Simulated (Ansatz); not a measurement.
# TaSi2: a line through a two-coordinate scan, part 2 of 2

One line of a two-coordinate grid on TaSi₂ (P6_422, No. 181; 9 atoms in the cell): shift of Ta1 along [0 0 1] is varied, at shift of Ta1 along [1 0 0] = −0.428 Å.

Ansatz 0.2.0; DFT PBEsol, scalar-relativistic, plane waves, PAW. The steps go on from the part before.

### 7 Grid point (−0.428 Å, −0.214 Å)

File input.yaml:

```yaml
crystal:
  lattice:
    - [4.7613605622, 0.0, 0.0]
    - [-2.3806802811, 4.1234592035, 0.0]
    - [0.0, 0.0, 6.558120441]
  atoms:
    - { symbol: Ta, position: [0.4101097272, 0.0, -0.0326313007] }
    - { symbol: Ta, position: [0.5, 0.5, 0.6666666667] }
    - { symbol: Ta, position: [0.0, 0.5, 0.3333333333] }
    - { symbol: Si, position: [0.1592624125, 0.3185248251, 0.0] }
    - { symbol: Si, position: [0.8407375875, 0.1592624125, 0.6666666667] }
    - { symbol: Si, position: [0.6814751749, 0.8407375875, 0.3333333333] }
    - { symbol: Si, position: [0.8407375875, 0.6814751749, 0.0] }
    - { symbol: Si, position: [0.1592624125, 0.8407375875, 0.6666666667] }
    - { symbol: Si, position: [0.3185248251, 0.1592624125, 0.3333333333] }
basis:
  ecutwfc: 420
kpoints:
  mp_grid: { grid: [9, 9, 6] }
hamiltonian:
  xc: pbesol
  pseudopotentials: { kind: paw, azcp: { folder: soft_1 } }
scf:
  occupations: { method: gaussian, width: 0.15 }
output:
  forces: true
  stress: true
  eigenvalues: true
```

On the command line:

```
> ansatz run input.yaml --threads 4 --pin off --max-ram 8192MiB --backend cpu --events-out ev --progress --plain --runs-dir out
```

Log, shortened:

```text
Warning: <dir> the record states the generating functional pbe (its physics header spells it `PBE`), which answers neither for hamiltonian.xc's functional nor for the pbesol family's — results may be inconsistent (PPs are generated against a specific XC)
[...]
Warning: RAYON_NUM_THREADS=4 ignored (pool sized by the plan → 4); use --threads N
[...]
Pseudopotentials: kind: paw
Pseudopotential: Ta, paw, valence charge 13, recommended cutoff 420 eV (normal), <dir>
Pseudopotential: Si, paw, valence charge 4, recommended cutoff 420 eV (normal), <dir>
Functional definition: PBEsol
[...]
Crystal: 9 atoms, lattice volume = 128.757 Å³
Basis set: ecut = 420 eV, 2523 PW (Γ), exchange–correlation on 64×64×90 points (8 copies of the dense FFT grid, shifted against one another)
Bands: 41, of which v1, the nominal top of the filled ones, is band 32 counted from 1 (31 counted from 0)
Symmetry: 1 space group operations
Space group: P1 (ITA 1), of the structure as read, at distance tolerance 5.0e-5 Å
k-points: 244 of 486 (time reversal used)
[...]
SCF iter   8: F=-33154.123655 eV  HF=-33154.123655 eV  |F-HF|=5.19e-8  |Δ(HF+E_count)|=   5.15e-8  Δρ=4.04e-6  dr2=5.66e-8  ethr=1.59e-10  ⟨swp⟩=11.7  Hψ=47005  notcnv=0
[...]
SCF converged after 8 iterations
Free energy (F): -33154.123655 eV
[...]
E sigma→0 (E₀):  -33154.105354 eV
Entropy (-TS):   -0.036602 eV (-4.067 meV/atom)
Fermi energy:    15.187990 eV
[...]
--- Forces (eV/Å), atoms counted from 1 ---
  atom   1  Ta     9.19204632     1.12080792     4.79845844
  atom   2  Ta    -1.09260212    -0.33187800    -0.40034411
  atom   3  Ta    -0.72852728     0.42907914    -0.25641295
  atom   4  Si    -2.50302443     1.15876564     0.23400417
  atom   5  Si    -0.43591517     0.03066934     0.11042986
  atom   6  Si    -0.66939599     0.20241102    -0.61520689
  atom   7  Si    -2.29675444    -1.12386735    -0.04780476
  atom   8  Si    -1.57815478    -1.43739787    -3.85512472
[...]
--- Stress (GPa, compression-positive) ---
       10.355110       1.388355       3.243057
        1.388354       3.947926       4.112430
        3.243058       4.112430       9.560282
  P = ⅓ Tr σ = 7.9544 GPa (79.544 kbar)
--- Band table (eV; the first three rows and the last of 244) ---
[...]
```

Run time: 26 s. Hardware: 4 threads of Arm Neoverse V2, shared host; peak memory 1.1 GiB.

Energy on the map's scale: 2.3 eV.

### 8 A run with other settings

Changes to input.yaml since step 7:

```diff
@@ -23,6 +23,7 @@
 scf:
-  occupations: { method: gaussian, width: 0.15 }
+  occupations: { method: fixed }
+  max_iter: 50
 output:
   forces: true
+  eigenvalues: true
   stress: true
-  eigenvalues: true
```

On the command line:

```
> ansatz run input.yaml --threads 4 --pin off --max-ram 8192MiB --backend cpu --events-out ev --progress --plain --runs-dir out
```

Log:

```text
Error: inconsistent input (scf.occupations.method, magnetization): a σ = 0 step fill (method: fixed, or a smearing width below the step floor) cannot realise an odd electron count (63) without a locked total moment — the per-k integer fill puts the same N_el/2 bands in each spin channel; set magnetization.spin_polarized: true with magnetization.spin_locking.lock_magnetization: hard and an odd magnetization.initial_magnetization (the unpaired electron then fills one channel), or use a smearing method with a finite width, such as fermi_dirac
```

Wall time 0.12 s (4 threads of Arm Neoverse V2, shared host); peak memory 0.066 GiB.

### 9 What went wrong

The program refused the input before any cycle. The line that matters: «inconsistent input (scf.occupations.method, magnetization): a σ = 0 step fill (method: fixed, or a smearing width below the step floor) cannot realise an odd electron count (63) without a locked total moment ...»

The suspect setting: scf.occupations.method is fixed. Integer fillings are wrong where bands cross the Fermi level, and an odd count or a moment must be fixed by hand.

Remedy: set scf.occupations.method to gaussian.

### 10 The run at (−0.428 Å, 0.000 Å)

Changes to input.yaml since step 7:

```diff
@@ -6,3 +6,3 @@
   atoms:
-    - { symbol: Ta, position: [0.4101097272, 0.0, -0.0326313007] }
+    - { symbol: Ta, position: [0.4101097272, 0.0, 0.0] }
     - { symbol: Ta, position: [0.5, 0.5, 0.6666666667] }
```

On the command line:

```
> ansatz run input.yaml --threads 4 --pin off --max-ram 8192MiB --backend cpu --events-out ev --progress --plain --runs-dir out
```

Log, shortened:

```text
Warning: <dir> the record states the generating functional pbe (its physics header spells it `PBE`), which answers neither for hamiltonian.xc's functional nor for the pbesol family's — results may be inconsistent (PPs are generated against a specific XC)
[...]
Warning: RAYON_NUM_THREADS=4 ignored (pool sized by the plan → 4); use --threads N
[...]
Pseudopotentials: kind: paw
Pseudopotential: Ta, paw, valence charge 13, recommended cutoff 420 eV (normal), <dir>
Pseudopotential: Si, paw, valence charge 4, recommended cutoff 420 eV (normal), <dir>
Functional definition: PBEsol
[...]
Crystal: 9 atoms, lattice volume = 128.757 Å³
Basis set: ecut = 420 eV, 2523 PW (Γ), exchange–correlation on 64×64×90 points (8 copies of the dense FFT grid, shifted against one another)
Bands: 41, of which v1, the nominal top of the filled ones, is band 32 counted from 1 (31 counted from 0)
Symmetry: 2 space group operations
Space group: C2 (ITA 5), of the structure as read, at distance tolerance 5.0e-5 Å
k-points: 140 of 486 (time reversal used)
[...]
SCF iter   8: F=-33154.617618 eV  HF=-33154.617618 eV  |F-HF|=8.22e-10  |Δ(HF+E_count)|=   2.79e-8  Δρ=8.65e-7  dr2=1.25e-9  ethr=1.59e-10  ⟨swp⟩=11.5  Hψ=25902  notcnv=0
[...]
SCF converged after 8 iterations
Free energy (F): -33154.617618 eV
[...]
E sigma→0 (E₀):  -33154.596381 eV
Entropy (-TS):   -0.042475 eV (-4.719 meV/atom)
Fermi energy:    15.202445 eV
[...]
--- Forces (eV/Å), atoms counted from 1 ---
  atom   1  Ta     8.94664496     0.00000000     0.00000000
  atom   2  Ta    -0.91423904    -0.39082398    -0.07726772
  atom   3  Ta    -0.91423904     0.39082398     0.07726772
  atom   4  Si    -2.49741613     1.20474223     0.13749521
  atom   5  Si    -0.62222507    -0.12470447     0.47992677
  atom   6  Si    -0.62222507     0.12470447    -0.47992677
  atom   7  Si    -2.49741613    -1.20474223    -0.13749521
  atom   8  Si    -0.43945119    -0.41861516    -1.29988882
[...]
--- Stress (GPa, compression-positive) ---
       10.020657       0.000000       0.000000
        0.000000       3.568297       3.236691
        0.000000       3.236691       5.382261
  P = ⅓ Tr σ = 6.3237 GPa (63.237 kbar)
--- Band table (eV; the first three rows and the last of 140) ---
[...]
```

It took 15 s on 4 threads of Arm Neoverse V2, shared host; peak memory 0.77 GiB.

That is 1.8 eV from the zero.

### 11 Variant: symmetry.detect false, occupations.method fermi_dirac, occupations.width 0.2

Changes to input.yaml since step 10:

```diff
@@ -15,2 +15,3 @@
     - { symbol: Si, position: [0.3185248251, 0.1592624125, 0.3333333333] }
+  symmetry: { detect: false }
 basis:
@@ -23,6 +24,6 @@
 scf:
-  occupations: { method: gaussian, width: 0.15 }
+  occupations: { method: fermi_dirac, width: 0.2 }
 output:
   forces: true
+  eigenvalues: true
   stress: true
-  eigenvalues: true
```

On the command line:

```
> ansatz run input.yaml --threads 4 --pin off --max-ram 8192MiB --backend cpu --events-out ev --progress --plain --runs-dir out
```

Log, shortened:

```text
Warning: <dir> the record states the generating functional pbe (its physics header spells it `PBE`), which answers neither for hamiltonian.xc's functional nor for the pbesol family's — results may be inconsistent (PPs are generated against a specific XC)
[...]
Warning: RAYON_NUM_THREADS=4 ignored (pool sized by the plan → 4); use --threads N
band count auto-derived: 43 (N_el = 63.0; filled up to band 32; 41 by the electrons, moments and atoms)
[...]
Pseudopotentials: kind: paw
Pseudopotential: Ta, paw, valence charge 13, recommended cutoff 420 eV (normal), <dir>
Pseudopotential: Si, paw, valence charge 4, recommended cutoff 420 eV (normal), <dir>
Functional definition: PBEsol
[...]
Crystal: 9 atoms, lattice volume = 128.757 Å³
Basis set: ecut = 420 eV, 2523 PW (Γ), exchange–correlation on 64×64×90 points (8 copies of the dense FFT grid, shifted against one another)
Bands: 43, of which v1, the nominal top of the filled ones, is band 32 counted from 1 (31 counted from 0)
Symmetry: 1 space group operations
[...]
SCF iter   8: F=-33154.803146 eV  HF=-33154.803146 eV  |F-HF|=6.55e-10  |Δ(HF+E_count)|=   3.02e-8  Δρ=8.40e-7  dr2=1.07e-9  ethr=1.59e-10  ⟨swp⟩=6.9  Hψ=41991  notcnv=0
[...]
SCF converged after 8 iterations
Free energy (F): -33154.803146 eV
[...]
E sigma→0 (E₀):  -33154.615276 eV
Entropy (-TS):   -0.375740 eV (-41.749 meV/atom)
Fermi energy:    15.169512 eV
[...]
--- Forces (eV/Å), atoms counted from 1 ---
  atom   1  Ta     8.94978664    -0.00000016     0.00000065
  atom   2  Ta    -0.92630034    -0.31882921    -0.08460643
  atom   3  Ta    -0.92630029     0.31882888     0.08460562
  atom   4  Si    -2.49328943     1.25389448     0.13809518
  atom   5  Si    -0.63750863    -0.11387411     0.49681382
  atom   6  Si    -0.63750887     0.11387455    -0.49681471
  atom   7  Si    -2.49328868    -1.25389450    -0.13809325
  atom   8  Si    -0.41780284    -0.42881704    -1.26883794
[...]
--- Stress (GPa, compression-positive) ---
       10.060056       0.000001       0.000000
        0.000001       3.758907       2.997260
        0.000000       2.997260       5.799153
  P = ⅓ Tr σ = 6.5394 GPa (65.394 kbar)
--- Band table (eV; the first three rows and the last of 244) ---
[...]
```

It took 28 s on 4 threads of Arm Neoverse V2, shared host; peak memory 1.1 GiB.

| run | ending | energy change | pressure (GPa) | gap (eV) | force (eV/Å) | cycles | time |
| --- | --- | --- | --- | --- | --- | --- | --- |
| step 10 | converged | 0 | 6.3 | 0.00 | 8.95 | 8 | 15 s |
| variant | converged | -2.1 meV/atom (σ→0) | 6.5 | 0.00 | 8.95 | 8 | 28 s |

Changing the use of symmetry and smearing moves the energy by -2.1 meV/atom (σ→0 values). Cost: 28 s against 15 s.

### 12 What came out

What follows sums up all 2 parts.

| shift of Ta1 along [0 0 1] (Å) | step | energy (eV) | slope (eV per Å) | pressure (GPa) | largest force on an atom (eV/Å) |
| --- | --- | --- | --- | --- | --- |
| −1.070 | 3 | 22.8 | −51 | 49.5 | 61.0 |
| −0.856 | 4 | 13.6 | −36 | 34.9 | 41.4 |
| −0.642 | 5 | 7.5 | −22 | 22.2 | 25.8 |
| −0.428 | 6 | 4.0 | −12 | 13.1 | 15.6 |
| −0.214 | 7 | 2.3 | −5 | 8.0 | 10.4 |
| 0.000 | 10 | 1.8 | 0 | 6.3 | 8.9 |
| 0.214 | – | 2.3 | 5 | 8.0 | 10.4 |
| 0.428 | – | 4.0 | 12 | 13.1 | 15.6 |
| 0.642 | – | 7.5 | 22 | 22.2 | 25.8 |
| 0.856 | – | 13.6 | 36 | 34.9 | 41.4 |
| 1.070 | – | 22.8 | 51 | 49.5 | 61.0 |

Energies count from the relaxed crystal. Rows without a step come from runs not printed here or follow by symmetry. Slopes come from the forces (and the stress, where the cell changes), not from differences of energies.

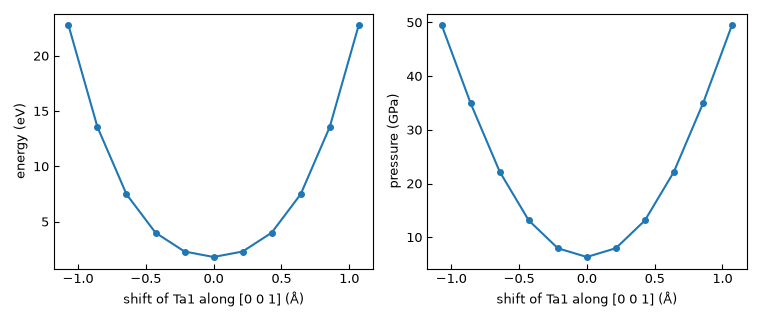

Energy and pressure along the line.

| run | outcome |
| --- | --- |
| step 8, run with occupations.method fixed, width left out (against step 7) | refused |
| step 11, run with symmetry.detect false, occupations.method fermi_dirac, occupations.width 0.2 (against step 10) | -2.1 meV/atom |

What this shows: The lowest point of the line is at 0.000 Å, 1.8 eV from the zero. A fit to energies and slopes at the lowest point and its two neighbours puts the minimum at 0.0000 Å, with a curvature of about 21 eV per Å². The highest point computed, at −1.070 Å, lies 21.0 eV above the lowest. This is one cut through a surface in two coordinates; the map's lowest point lies off it. The host is rigid and the atom is kept to this plane, so wells and barriers of the map are not those of diffusion. Spin-orbit coupling is left out for Ta. Where forces pass 15 eV/Å atoms stand far too close, the PAW spheres overlap strongly and those numbers are rough.
